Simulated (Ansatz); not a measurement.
The figure comes from a scan of ZnCu (CsCl type): one Cu atom of a 4-atom cell moves by s along Cartesian [111], with its periodic images. Level of theory: PBEsol (plane waves to 420 eV, PAW, scalar-relativistic; Ansatz, an electronic-structure program). k mesh 7×13×13 (Γ-centred), Fermi-Dirac smearing 0.05 eV. Energies are smeared free energies. Left out: 2 of 11 points, with atoms too close for the PAW data. With partly filled bands, energies and forces of such displacements shift with the k mesh and the smearing. ZnCu is run without spin polarisation. ZnCu was relaxed with its symmetry unable to fall. ΔE is measured from the undisplaced structure.

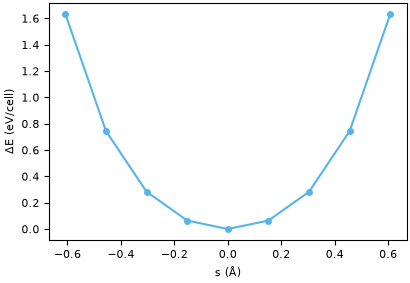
Fig. 1. ΔE (eV/cell) against s (Å); one marker a computed point.

Task: List the plotted points as numbers.

Result: To the nearest 0.05:

```csv
s (Å),ΔE (eV/cell)
-0.608,1.65
-0.456,0.75
-0.304,0.30
-0.152,0.05
0.000,0.00
0.152,0.05
0.304,0.30
0.456,0.75
0.608,1.65
```

(For displaced atoms, the force is minus the slope of the energy, and its curvature is a force constant, which sets phonon frequencies.)
